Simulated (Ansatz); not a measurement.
## WH3ClOF3: molecular dynamics (part 4 of 4)

WH3ClOF3, multiplicity 2; UKS PBE/def2-SVP (Ansatz 0.2.0). It belongs to a series of runs on one base structure; here: dynamics from the highest image of the converged band.

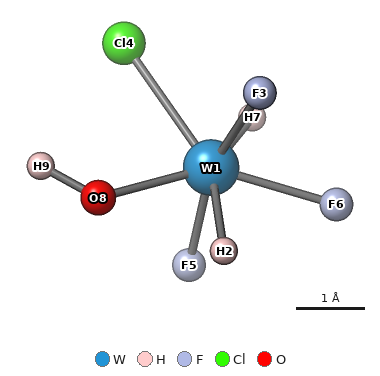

Figure 1. The geometry at step 167 of the log (ball-and-stick view, seen at a tilt; atoms are numbered from 1 in the order of the input).

**Trajectory as extended XYZ, continued**
```
9
Properties=species:S:1:pos:R:3:forces:R:3 step=133 time_fs=66.5 energy=-24572.19078 temperature=103.5
W     0.1316   -0.0603    0.4600   -0.9046  -0.5743   0.6791
H     0.4995   -1.6818    1.3435   -0.1662   0.2067   0.1291
F     1.9891   -0.1246    0.3961    0.3955   0.1215  -0.0586
Cl    0.2660    2.2711    0.3590   -0.0832   0.3276   0.0471
F    -1.7197   -0.5331    0.5898    0.5789   0.0567  -0.2727
F     0.2862   -1.5280   -0.7278   -0.1141  -0.3704  -0.4134
H    -0.5358    0.4773   -1.0577    0.0963   0.0841   0.0552
O    -0.0790    0.2685    2.3541   -0.2408   0.6552  -0.1688
H    -0.6696    1.0333    2.5996    0.4382  -0.5072   0.0028
9
Properties=species:S:1:pos:R:3:forces:R:3 step=138 time_fs=69.0 energy=-24572.21664 temperature=132.0
W     0.1305   -0.0607    0.4619   -0.6709  -0.7430   0.5598
H     0.5117   -1.6503    1.3590   -0.1755   0.1340   0.1037
F     1.9938   -0.1284    0.3926    0.2148   0.1540  -0.0564
Cl    0.2655    2.2720    0.3598   -0.0835   0.3411   0.0569
F    -1.7171   -0.5369    0.5846    0.5654   0.0573  -0.2882
F     0.2871   -1.5288   -0.7368   -0.1414  -0.2236  -0.2677
H    -0.5237    0.4895   -1.0556    0.0737   0.0851  -0.0247
O    -0.0811    0.2763    2.3502    0.2782   0.0566  -0.2893
H    -0.6036    1.0657    2.5965   -0.0608   0.1385   0.2060
9
Properties=species:S:1:pos:R:3:forces:R:3 step=142 time_fs=71.0 energy=-24572.23172 temperature=148.7
W     0.1295   -0.0612    0.4636   -0.4506  -0.8461   0.4252
H     0.5140   -1.6192    1.3760   -0.1708   0.0469   0.0862
F     1.9981   -0.1312    0.3896    0.0514   0.1749  -0.0505
Cl    0.2650    2.2732    0.3606   -0.0854   0.3507   0.0658
F    -1.7137   -0.5398    0.5798    0.5226   0.0549  -0.2999
F     0.2875   -1.5299   -0.7447   -0.1599  -0.0938  -0.1378
H    -0.5108    0.5028   -1.0548    0.0549   0.0799  -0.0922
O    -0.0821    0.2828    2.3464    0.4603  -0.1852  -0.2661
H    -0.5509    1.0945    2.6017   -0.2225   0.4178   0.2692
9
Properties=species:S:1:pos:R:3:forces:R:3 step=146 time_fs=73.0 energy=-24572.24858 temperature=167.2
W     0.1284   -0.0619    0.4653   -0.2263  -0.8978   0.2343
H     0.5098   -1.5864    1.3962   -0.1559  -0.0541   0.0730
F     2.0025   -0.1335    0.3865   -0.1160   0.1891  -0.0408
Cl    0.2645    2.2747    0.3614   -0.0904   0.3585   0.0742
F    -1.7092   -0.5426    0.5745    0.4495   0.0500  -0.3096
F     0.2877   -1.5312   -0.7528   -0.1731   0.0340  -0.0032
H    -0.4958    0.5193   -1.0574    0.0491   0.0629  -0.1316
O    -0.0822    0.2891    2.3421    0.1795   0.4042   0.0680
H    -0.5052    1.1364    2.6163    0.0836  -0.1468   0.0356
9
Properties=species:S:1:pos:R:3:forces:R:3 step=150 time_fs=75.0 energy=-24572.25297 temperature=172.2
W     0.1272   -0.0627    0.4671   -0.0048  -0.9077  -0.0069
H     0.4996   -1.5556    1.4193   -0.1327  -0.1510   0.0543
F     2.0067   -0.1355    0.3834   -0.2804   0.1952  -0.0252
Cl    0.2638    2.2767    0.3623   -0.0972   0.3562   0.0822
F    -1.7038   -0.5454    0.5684    0.3529   0.0435  -0.3137
F     0.2874   -1.5325   -0.7610   -0.1812   0.1542   0.1300
H    -0.4788    0.5380   -1.0650    0.0608   0.0300  -0.1232
O    -0.0817    0.2964    2.3378    0.0257   0.8737   0.3762
H    -0.4567    1.1731    2.6323    0.2569  -0.5941  -0.1736
9
Properties=species:S:1:pos:R:3:forces:R:3 step=154 time_fs=77.0 energy=-24572.26226 temperature=182.4
W     0.1260   -0.0638    0.4690    0.2128  -0.9026  -0.2610
H     0.4843   -1.5306    1.4443   -0.1052  -0.2222   0.0161
F     2.0103   -0.1371    0.3802   -0.4341   0.1929  -0.0033
Cl    0.2630    2.2790    0.3633   -0.1033   0.3392   0.0893
F    -1.6977   -0.5480    0.5618    0.2398   0.0364  -0.3103
F     0.2868   -1.5335   -0.7689   -0.1845   0.2625   0.2543
H    -0.4594    0.5579   -1.0771    0.0846  -0.0160  -0.0690
O    -0.0812    0.3056    2.3345    0.2085   0.5594   0.3849
H    -0.3995    1.1897    2.6426    0.0814  -0.2496  -0.1011
9
Properties=species:S:1:pos:R:3:forces:R:3 step=158 time_fs=79.0 energy=-24572.26234 temperature=182.5
W     0.1249   -0.0650    0.4707    0.4231  -0.8924  -0.4857
H     0.4651   -1.5139    1.4699   -0.0792  -0.2505  -0.0435
F     2.0130   -0.1383    0.3769   -0.5652   0.1825   0.0233
Cl    0.2621    2.2817    0.3643   -0.1097   0.3109   0.0955
F    -1.6912   -0.5505    0.5545    0.1108   0.0287  -0.3005
F     0.2859   -1.5339   -0.7762   -0.1819   0.3490   0.3620
H    -0.4368    0.5772   -1.0917    0.1108  -0.0647   0.0096
O    -0.0801    0.3160    2.3320    0.4463  -0.1091   0.2249
H    -0.3395    1.1979    2.6496   -0.1549   0.4457   0.1144
9
Properties=species:S:1:pos:R:3:forces:R:3 step=162 time_fs=81.0 energy=-24572.26335 temperature=183.6
W     0.1239   -0.0664    0.4724    0.6205  -0.8644  -0.6582
H     0.4427   -1.5066    1.4938   -0.0583  -0.2341  -0.1115
F     2.0145   -0.1392    0.3738   -0.6617   0.1647   0.0519
Cl    0.2610    2.2847    0.3655   -0.1193   0.2773   0.1018
F    -1.6844   -0.5530    0.5466   -0.0360   0.0205  -0.2868
F     0.2845   -1.5336   -0.7829   -0.1725   0.4023   0.4462
H    -0.4100    0.5940   -1.1060    0.1307  -0.1047   0.0857
O    -0.0780    0.3264    2.3301    0.4166  -0.0117   0.3293
H    -0.2844    1.2205    2.6599   -0.1200   0.3501   0.0417
9
Properties=species:S:1:pos:R:3:forces:R:3 step=167 time_fs=83.5 energy=-24572.26323 temperature=183.6
W     0.1228   -0.0685    0.4742    0.8418  -0.7963  -0.7661
H     0.4118   -1.5099    1.5174   -0.0361  -0.1728  -0.1874
F     2.0146   -0.1398    0.3700   -0.7250   0.1348   0.0880
Cl    0.2596    2.2889    0.3672   -0.1358   0.2303   0.1095
F    -1.6760   -0.5561    0.5359   -0.2339   0.0128  -0.2646
F     0.2824   -1.5321   -0.7899   -0.1524   0.4179   0.5105
H    -0.3694    0.6093   -1.1191    0.1357  -0.1304   0.1445
O    -0.0741    0.3396    2.3290    0.2890   0.7684   0.6757
H    -0.2211    1.2619    2.6728    0.0167  -0.4647  -0.3100
9
Properties=species:S:1:pos:R:3:forces:R:3 step=171 time_fs=85.5 energy=-24572.27031 temperature=191.3
W     0.1221   -0.0703    0.4756    0.9867  -0.7269  -0.7372
H     0.3854   -1.5201    1.5285   -0.0157  -0.1158  -0.2314
F     2.0130   -0.1399    0.3671   -0.7289   0.1076   0.1162
Cl    0.2582    2.2926    0.3686   -0.1487   0.1888   0.1110
F    -1.6698   -0.5585    0.5268   -0.3860   0.0134  -0.2414
F     0.2803   -1.5300   -0.7944   -0.1318   0.3948   0.5249
H    -0.3312    0.6160   -1.1236    0.1184  -0.1259   0.1441
O    -0.0701    0.3520    2.3299    0.3382   0.6646   0.6084
H    -0.1705    1.2797    2.6716   -0.0321  -0.4006  -0.2946
9
Properties=species:S:1:pos:R:3:forces:R:3 step=175 time_fs=87.5 energy=-24572.28212 temperature=204.4
W     0.1216   -0.0723    0.4767    1.0849  -0.6424  -0.6090
H     0.3584   -1.5347    1.5308    0.0087  -0.0665  -0.2502
F     2.0100   -0.1399    0.3645   -0.6895   0.0793   0.1418
Cl    0.2568    2.2965    0.3702   -0.1612   0.1466   0.1062
F    -1.6644   -0.5609    0.5171   -0.5212   0.0230  -0.2155
F     0.2779   -1.5270   -0.7978   -0.1081   0.3418   0.5055
H    -0.2885    0.6181   -1.1228    0.0846  -0.0960   0.0942
O    -0.0652    0.3659    2.3321    0.4178  -0.0976   0.2463
H    -0.1213    1.2842    2.6600   -0.1161   0.3120  -0.0194
9
Properties=species:S:1:pos:R:3:forces:R:3 step=179 time_fs=89.5 energy=-24572.29082 temperature=214.0
W     0.1213   -0.0744    0.4778    1.1159  -0.5247  -0.4153
H     0.3317   -1.5520    1.5236    0.0355  -0.0291  -0.2342
F     2.0055   -0.1396    0.3622   -0.6029   0.0503   0.1630
Cl    0.2551    2.3005    0.3718   -0.1759   0.1071   0.0969
F    -1.6601   -0.5633    0.5070   -0.6349   0.0424  -0.1916
F     0.2754   -1.5234   -0.8002   -0.0814   0.2566   0.4544
H    -0.2426    0.6165   -1.1185    0.0442  -0.0432   0.0039
O    -0.0594    0.3796    2.3350    0.4262  -0.4250   0.0432
H    -0.0762    1.2992    2.6471   -0.1266   0.5657   0.0797
9
Properties=species:S:1:pos:R:3:forces:R:3 step=183 time_fs=91.5 energy=-24572.30313 temperature=227.5
W     0.1213   -0.0766    0.4787    1.0647  -0.3674  -0.1964
H     0.3065   -1.5704    1.5076    0.0634  -0.0019  -0.1868
F     1.9998   -0.1393    0.3602   -0.4700   0.0216   0.1788
Cl    0.2532    2.3046    0.3736   -0.1927   0.0720   0.0842
F    -1.6570   -0.5655    0.4966   -0.7198   0.0722  -0.1714
F     0.2726   -1.5192   -0.8016   -0.0531   0.1431   0.3756
H    -0.1950    0.6133   -1.1141    0.0084   0.0192  -0.0962
O    -0.0526    0.3925    2.3380    0.4295   0.1457   0.1495
H    -0.0360    1.3327    2.6362   -0.1304  -0.1046  -0.1372
9
Properties=species:S:1:pos:R:3:forces:R:3 step=188 time_fs=94.0 energy=-24572.30612 temperature=230.9
W     0.1216   -0.0795    0.4799    0.8778  -0.1426   0.0554
H     0.2784   -1.5934    1.4778    0.0999   0.0269  -0.1064
F     1.9914   -0.1388    0.3582   -0.2517  -0.0119   0.1913
Cl    0.2506    2.3099    0.3760   -0.2113   0.0323   0.0580
F    -1.6553   -0.5681    0.4830   -0.7654   0.1263  -0.1473
F     0.2691   -1.5137   -0.8024   -0.0187  -0.0155   0.2483
H    -0.1350    0.6105   -1.1139   -0.0202   0.0780  -0.1669
O    -0.0426    0.4092    2.3423    0.4564   0.4620   0.1064
H     0.0070    1.3675    2.6150   -0.1669  -0.5555  -0.2388
9
Properties=species:S:1:pos:R:3:forces:R:3 step=192 time_fs=96.0 energy=-24572.31155 temperature=236.8
W     0.1220   -0.0818    0.4808    0.6384   0.0415   0.1892
H     0.2602   -1.6107    1.4492    0.1287   0.0527  -0.0364
F     1.9841   -0.1385    0.3571   -0.0475  -0.0358   0.1960
Cl    0.2482    2.3142    0.3779   -0.2218   0.0038   0.0248
F    -1.6556   -0.5699    0.4718   -0.7451   0.1824  -0.1260
F     0.2662   -1.5092   -0.8025    0.0062  -0.1385   0.1342
H    -0.0879    0.6114   -1.1206   -0.0301   0.0901  -0.1407
O    -0.0333    0.4236    2.3460    0.4149  -0.1997  -0.2068
H     0.0345    1.3748    2.5887   -0.1438   0.0035  -0.0343
9
Properties=species:S:1:pos:R:3:forces:R:3 step=196 time_fs=98.0 energy=-24572.30346 temperature=228.0
W     0.1226   -0.0841    0.4818    0.3403   0.2353   0.2401
H     0.2468   -1.6260    1.4192    0.1530   0.0791   0.0409
F     1.9767   -0.1382    0.3563    0.1744  -0.0568   0.1960
Cl    0.2456    2.3184    0.3799   -0.2299  -0.0203  -0.0140
F    -1.6574   -0.5713    0.4603   -0.6794   0.2452  -0.1029
F     0.2633   -1.5051   -0.8022    0.0283  -0.2532   0.0193
H    -0.0418    0.6156   -1.1324   -0.0342   0.0726  -0.0467
O    -0.0231    0.4375    2.3492    0.3436  -0.8757  -0.4752
H     0.0565    1.3824    2.5609   -0.0961   0.5739   0.1425
9
Properties=species:S:1:pos:R:3:forces:R:3 step=200 time_fs=100.0 energy=-24572.29620 temperature=219.9
W     0.1232   -0.0864    0.4828    0.0131   0.4434   0.2242
H     0.2393   -1.6383    1.3908    0.1696   0.0971   0.1251
F     1.9697   -0.1380    0.3560    0.4030  -0.0745   0.1915
Cl    0.2428    2.3227    0.3819   -0.2365  -0.0395  -0.0517
F    -1.6607   -0.5723    0.4487   -0.5776   0.3091  -0.0777
F     0.2604   -1.5014   -0.8020    0.0474  -0.3587  -0.0868
H     0.0029    0.6226   -1.1459   -0.0396   0.0393   0.0767
O    -0.0120    0.4495    2.3513    0.3424  -0.5697  -0.4717
H     0.0746    1.4086    2.5378   -0.1217   0.1535   0.0703
```

The run was set up as follows.

**The input**
```yaml
crystal:
  periodic: [false, false, false]
  atoms:
    - { symbol: W, position_ang: [0.134932, -0.061345, 0.424443] }
    - { symbol: H, position_ang: [0.070632, -1.366415, 1.73776] }
    - { symbol: F, position_ang: [2.00279, -0.116244, 0.463576] }
    - { symbol: Cl, position_ang: [0.228286, 2.27006, 0.39512] }
    - { symbol: F, position_ang: [-1.72269, -0.423017, 0.644549] }
    - { symbol: F, position_ang: [0.305473, -1.600542, -0.653842] }
    - { symbol: H, position_ang: [-0.579185, 0.425166, -1.050479] }
    - { symbol: O, position_ang: [-0.022925, 0.254265, 2.413066] }
    - { symbol: H, position_ang: [-0.931716, 0.356972, 2.772908] }
magnetization:
  spin_polarized: true
  initial_magnetization: 1
basis:
  gaussian: { orbitals: def2-SVP }
hamiltonian:
  xc: pbe
md:
  timestep: 0.5
  n_steps: 200
  ensemble: nve
  temperature: 100.0
  initial_velocities: maxwell_boltzmann
  seed: 5391
```

Command:
```bash
ansatz run input.yaml --threads 4 --pin off --max-ram 5120MiB --backend cpu --events-out ev --progress --plain --runs-dir out
```

**Results in brief**

```json
{"quantity": "outcome", "value": "finished"}
{"quantity": "mean temperature over the second half", "value": "161 K"}
{"quantity": "trajectory", "value": "200 steps, 100 fs"}
{"quantity": "ensemble", "value": "nve"}
{"quantity": "temperature in the input", "value": "100.0 K"}
{"quantity": "time step", "value": "0.5 fs"}
{"quantity": "potential energy (last step)", "value": "−24572.2963 eV"}
{"quantity": "mean-field energy (last step)", "value": "−24572.2963 eV"}
{"quantity": "⟨S²⟩ (last step)", "value": "0.757"}
{"quantity": "largest force (length of the vector) (last step)", "value": "0.815 eV/Å"}
{"quantity": "hardware", "value": "4 threads of Intel Xeon (Sapphire Rapids), 32 GiB of memory available, shared host"}
{"quantity": "wall time", "value": "6.1 min (CPU time 23 min)"}
{"quantity": "peak memory", "value": "0.26 GiB"}
```

**Notes**

So short a trajectory is not equilibrated.
